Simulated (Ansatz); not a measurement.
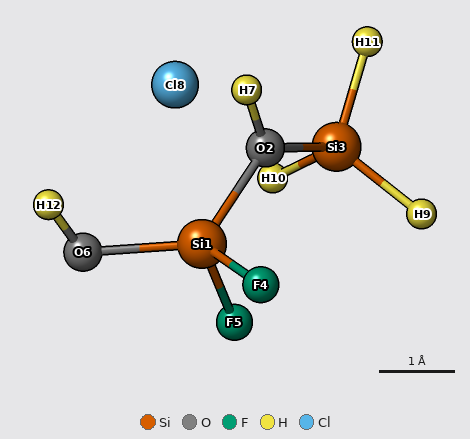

**Figure 1.** The structure (ball-and-stick view, seen at a tilt; atoms are numbered from 1 in the order of the input). Bond lengths as drawn: F–Si 1.57 to 1.60 Å, H–O 0.96 to 1.05 Å, H–Si 1.47 to 1.48 Å and O–Si 1.61 to 1.75 Å.

## Two runs on Si$_{2}$H$_{5}$ClO$_{2}$F$_{2}$

System: Si$_{2}$H$_{5}$ClO$_{2}$F$_{2}$.
Method of run 1: RKS wB97X-V/def2-TZVPP (Ansatz 0.2.0).

The geometry comes from this level: PBE0-D4/def2-TZVP. Text and figures count atoms from 1; the logs count them from 0 in places.

### Input, run 1
```yaml
crystal:
  periodic: [false, false, false]
  atoms:
    - {symbol: Si, position_ang: [0.646965, 1.032381, 0.199718]}
    - {symbol: O, position_ang: [-0.339277, -0.410354, 0.223479]}
    - {symbol: Si, position_ang: [-1.375777, -1.102258, -0.956748]}
    - {symbol: F, position_ang: [-0.031015, 2.231889, 0.958041]}
    - {symbol: F, position_ang: [0.220191, 1.350394, -1.312636]}
    - {symbol: O, position_ang: [2.243400, 0.925732, 0.035622]}
    - {symbol: H, position_ang: [-0.104526, -0.731799, 1.198672]}
    - {symbol: Cl, position_ang: [0.935448, -0.077890, 2.476795]}
    - {symbol: H, position_ang: [-2.438451, -0.122950, -1.246149]}
    - {symbol: H, position_ang: [-0.556056, -1.431037, -2.136562]}
    - {symbol: H, position_ang: [-1.893160, -2.308625, -0.279071]}
    - {symbol: H, position_ang: [2.692159, 0.644617, 0.838738]}
basis:
  gaussian: {orbitals: def2-TZVPP}
hamiltonian: {xc: {name: wB97X-V}}
```

Command:
```bash
ansatz run in.yaml --threads 4 --pin off --events-out ev --progress --plain --max-ram 46080MiB --backend cuda --devices 0, --max-vram 37GiB
```

Hardware: 4 CPU threads, shared host.

### Output (run 1)
```
Functional definition: wB97X-V
  parameter omega = 0.3/bohr
  parameter cx = 0.167
  parameter cx1 = 0.603
  parameter cx2 = 1.194
  parameter css0 = 0.556
  parameter css1 = -0.257
  parameter cos0 = 1.219
  parameter cos1 = -1.850
  parameter b = 6.0
  parameter c = 0.01
  exchange = spin_sum(e_x_unif_sr(omega)*poly(b97_u_x, 1 - cx, cx1, cx2)) + cx*exact_x_sr(omega) + exact_x_lr(omega)
  correlation = spin_sum(e_c_pw_same_spin*poly(b97_u_same, css0, css1))
      + integral(e_c_pw_opposite_spin*poly(b97_u_opposite, cos0, cos1)) + vv10(b, c)
1801 factors; their error is unknown
358 factors; integrals over basis functions are off by at most 1.3e-5 eV
mean field evaluation 1: about -37884.9436 eV, gradient 6.9e1 eV
mean field evaluation 2: about -37885.1653 eV, gradient 7.1e1 eV
mean field evaluation 4: about -37892.0079 eV, gradient 2.1e0 eV
mean field evaluation 8: about -37892.0274 eV, gradient 3.0e-2 eV
mean field evaluation 16: about -37892.0752 eV, gradient 9.3e-5 eV
mean field -37892.07521171 eV, -1392.5080798593 hartree, gradient 3.5e-5 eV, S^2 0.000000; 0 other end points of the search recorded, 0 dependent functions left out
reference -37892.07520947 eV, -1392.5080797770 hartree; 42, 42 occupied and 278, 278 virtual orbitals, 1801 factors
Total energy: -37892.07520947 eV, -1392.5080797770 hartree
```

The input of run 2 differs as follows (lines with − go, lines with + come):
```diff
-    - {symbol: Si, position_ang: [0.646965, 1.032381, 0.199718]}
-    - {symbol: O, position_ang: [-0.339277, -0.410354, 0.223479]}
-    - {symbol: Si, position_ang: [-1.375777, -1.102258, -0.956748]}
-    - {symbol: F, position_ang: [-0.031015, 2.231889, 0.958041]}
-    - {symbol: F, position_ang: [0.220191, 1.350394, -1.312636]}
-    - {symbol: O, position_ang: [2.243400, 0.925732, 0.035622]}
-    - {symbol: H, position_ang: [-0.104526, -0.731799, 1.198672]}
-    - {symbol: Cl, position_ang: [0.935448, -0.077890, 2.476795]}
-    - {symbol: H, position_ang: [-2.438451, -0.122950, -1.246149]}
-    - {symbol: H, position_ang: [-0.556056, -1.431037, -2.136562]}
-    - {symbol: H, position_ang: [-1.893160, -2.308625, -0.279071]}
-    - {symbol: H, position_ang: [2.692159, 0.644617, 0.838738]}
+    - {symbol: Si, position_ang: [0.598123, 1.241825, -0.281953]}
+    - {symbol: O, position_ang: [-0.179722, -0.173150, -0.128543]}
+    - {symbol: Si, position_ang: [-1.414343, -1.012146, -0.856916]}
+    - {symbol: F, position_ang: [-0.348524, 2.379820, 0.261685]}
+    - {symbol: F, position_ang: [0.841398, 1.554027, -1.804835]}
+    - {symbol: O, position_ang: [2.016809, 1.226953, 0.462146]}
+    - {symbol: H, position_ang: [0.473565, -1.036949, 1.564607]}
+    - {symbol: Cl, position_ang: [1.182619, -1.150456, 2.638581]}
+    - {symbol: H, position_ang: [-2.564168, -0.106515, -1.087344]}
+    - {symbol: H, position_ang: [-0.933376, -1.573974, -2.139851]}
+    - {symbol: H, position_ang: [-1.782920, -2.098191, 0.080222]}
+    - {symbol: H, position_ang: [2.110439, 0.748855, 1.292098]}
```

How does run 2 compare with run 1?

With the same method and basis, run 2 lies 23.3 kcal/mol lower.

### Output (run 2)
```
Functional definition: wB97X-V
  parameter omega = 0.3/bohr
  parameter cx = 0.167
  parameter cx1 = 0.603
  parameter cx2 = 1.194
  parameter css0 = 0.556
  parameter css1 = -0.257
  parameter cos0 = 1.219
  parameter cos1 = -1.850
  parameter b = 6.0
  parameter c = 0.01
  exchange = spin_sum(e_x_unif_sr(omega)*poly(b97_u_x, 1 - cx, cx1, cx2)) + cx*exact_x_sr(omega) + exact_x_lr(omega)
  correlation = spin_sum(e_c_pw_same_spin*poly(b97_u_same, css0, css1))
      + integral(e_c_pw_opposite_spin*poly(b97_u_opposite, cos0, cos1)) + vv10(b, c)
1801 factors; their error is unknown
358 factors; integrals over basis functions are off by at most 2.2e-5 eV
mean field evaluation 1: about -37885.5738 eV, gradient 7.1e1 eV
mean field evaluation 2: about -37885.7104 eV, gradient 7.3e1 eV
mean field evaluation 4: about -37893.0146 eV, gradient 2.4e0 eV
mean field evaluation 8: about -37893.0373 eV, gradient 2.9e-2 eV
mean field evaluation 16: about -37893.0868 eV, gradient 6.1e-5 eV
mean field -37893.08681626 eV, -1392.5452556407 hartree, gradient 6.1e-5 eV, S^2 0.000000; 0 other end points of the search recorded, 0 dependent functions left out
reference -37893.08681395 eV, -1392.5452555561 hartree; 42, 42 occupied and 278, 278 virtual orbitals, 1801 factors
Total energy: -37893.08681395 eV, -1392.5452555561 hartree
```

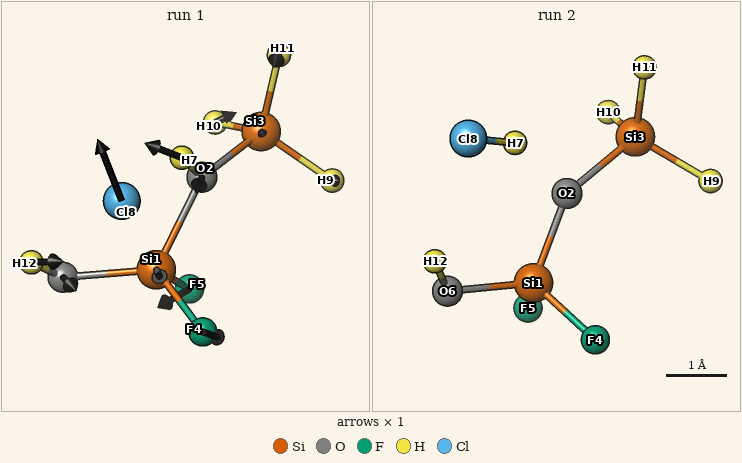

**Figure 2.** The two input geometries at one scale (ball-and-stick view, seen at a tilt). The black arrows on the first give the shifts of the atoms after the best rigid fit, at true length. The atom that moves furthest after the best rigid fit is Cl8 (1.14 Å). By element the largest moves are Cl 1.14 Å, F 0.81 Å, H 0.75 Å, O 0.56 Å, Si 0.52 Å. Among the contacts that change: O2–H7 1.053 → 2.010 Å, H7–Cl8 1.773 → 1.292 Å, Si1–O2 1.748 → 1.622 Å, O2–Si3 1.716 → 1.661 Å.

### The two runs side by side

| quantity | run 1 | run 2 |
| --- | --- | --- |
| outcome | converged | converged |
| total energy (hartree) | −1392.508080 | −1392.545256 |
| basis functions | 320 | 320 |
| wall time (shared host) | 6 s | 6.5 s |
